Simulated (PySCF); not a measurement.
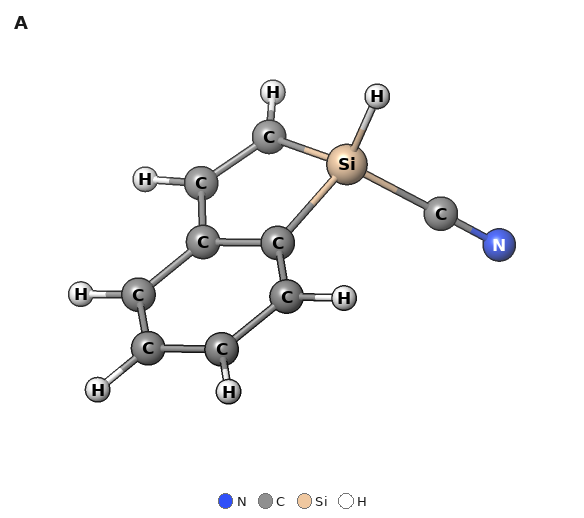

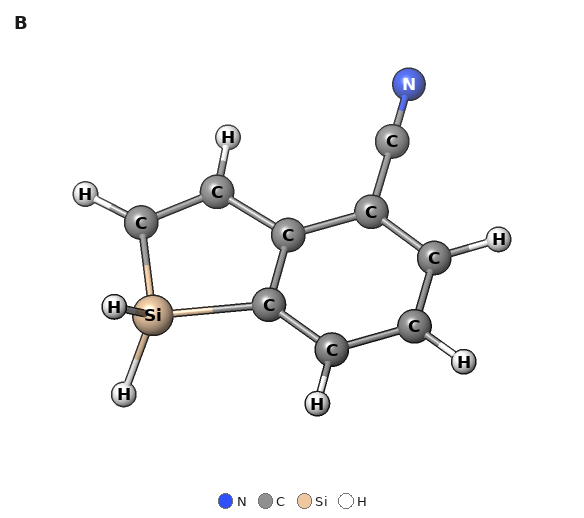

2 stationary structures of one formula. Geometries: PBE0-D3(BJ)/def2-SVP. Electronic energies: PBE0-D3(BJ)/def2-SVP (PySCF 2.14.0), without zero-point energy. No frequency run is at hand to confirm each as a minimum.

Question: How are they related?

Answer: They are constitutional isomers of C9H7NSi: A `N#C[Si@H]1C=Cc2ccccc21`, B `N#Cc1cccc2c1C=C[SiH2]2`.

Question: Which is lowest in energy, and by how much?

Answer: A is lowest; B lies 26.7 kJ/mol above it.
